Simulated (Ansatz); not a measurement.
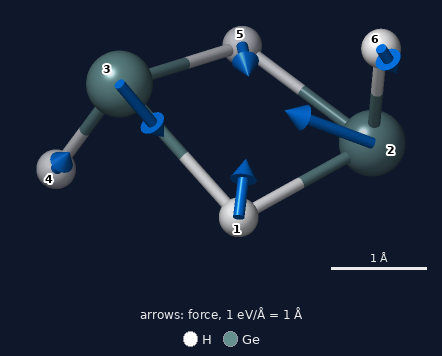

Starting geometry of Ge2H4 with the computed forces as blue arrows. Style: ball-and-stick. Shown at a tilt.

The reaction that was planned forms H1–Ge3 and breaks H1–Ge2 (atoms numbered from 1 in input order).

Theory: Ansatz 0.2.0, RKS PBE0-D4/def2-SVP.

Input
```yaml
crystal:
  periodic: [false, false, false]
  atoms:
    - {symbol: H, position_ang: [-0.833100, -0.680200, -0.472700]}
    - {symbol: Ge, position_ang: [0.848800, -1.233400, -0.087500]}
    - {symbol: Ge, position_ang: [-0.770100, 1.052000, 0.271900]}
    - {symbol: H, position_ang: [-0.636300, 1.553400, -1.271900]}
    - {symbol: H, position_ang: [0.997100, 0.548500, 0.089700]}
    - {symbol: H, position_ang: [0.393600, -1.240200, 1.470600]}
basis:
  gaussian: {orbitals: def2-SVP}
hamiltonian: {xc: pbe0, dispersion: d4}
relax: {f_tol: 0.04, max_steps: 150, escape_saddle: false, constraints: [{distance: [0, 2]}, {distance: [0, 1]}]}
```

Launched with:
```bash
ansatz run in.yaml --threads 2 --pin off --events-out ev --progress --plain --max-ram 4352MiB
```

### What follows when this structure is relaxed?

It isn't relaxed: the largest force vector, on Ge2, is 1.12 eV/Å. The final displacements have little in common with the starting forces (cosine between the two patterns 0.26). Over 4 geometry steps the energy falls by 6.82 kJ/mol. The largest force component goes from 0.56 to 0.032 eV/Å. The atom that moves furthest after the best rigid fit is H6 (0.20 Å). By element the largest moves are H 0.20 Å, Ge 0.12 Å. Among the contacts that change: Ge3–H5 1.847 → 1.750 Å, Ge2–H5 1.797 → 1.747 Å, Ge3–H4 1.629 → 1.595 Å, Ge2–H6 1.623 → 1.594 Å. Among the angles between lasting bonds that change: Ge2–H5–Ge3 101.6° → 106.5°, H4–Ge3–H5 84.9° → 87.1°.
